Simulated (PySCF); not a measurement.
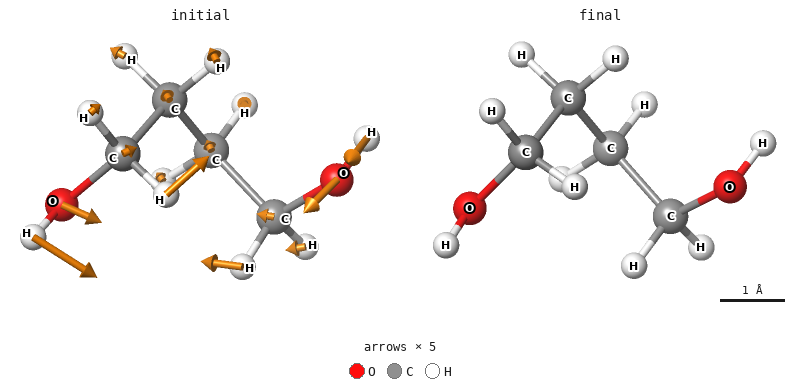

The structure of C$_{4}$H$_{10}$O$_{2}$ before (left) and after (right) a relaxation, at one scale. The orange arrows give the displacements, 5 times their true length.

The picture is a ball-and-stick view, seen at a tilt.

The start comes from MMFF94s.

Theory: PySCF 2.14.0, density-fitted response routines, PBE0-D3(BJ)/def2-SVP geometry optimisation, gas phase. 

**Describe what moved and what it gained.**

Over 7 geometry steps the energy falls by 0.082 eV. The largest force component goes from 1.1 to 0.011 eV/Å. The atom that moves furthest after the best rigid fit is an H atom (0.24 Å). By element the largest moves are H 0.24 Å, O 0.18 Å, C 0.06 Å. Some distances before and after: C–O 1.421 → 1.407 Å, C–H 1.094 → 1.108 Å, H–O 0.973 → 0.961 Å, C–C 1.534 → 1.526 Å. Among the angles between lasting bonds that change: O–C–H 108.4° → 111.6°, C–C–O 110.7° → 113.6°, C–C–H 111.5° → 108.8°.
